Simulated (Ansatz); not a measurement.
The reference is CsPbBr3 in the cubic perovskite structure (space group Pm-3m, No. 221; a = 5.8721 Å).

It is then changed as follows: hydrostatic tension (pressure −1 GPa).

Method: Kohn–Sham DFT with the PBEsol functional, run in Ansatz (an electronic-structure program) with PAW and 420 eV plane waves, without spin-orbit coupling.

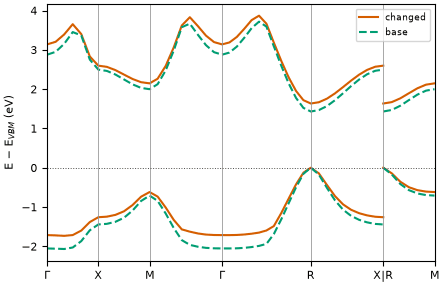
Fig. 1. Highest valence and lowest conduction band along the path, each from its own valence-band maximum

Task: From the figure, how large is the changed gap, and is it direct?

Result: About 1.6 eV, direct at R.

Spin-orbit coupling, missing from the scalar runs, can matter with Pb. Load acts through the strain it causes; cell and atoms are relaxed under it. Whether these cells are dynamically stable was not tested. Many cubic perovskites are stable only at high temperature; tilts and polar distortions were not tested. This is not the structure that CsPbBr3 has at room temperature and ambient pressure.
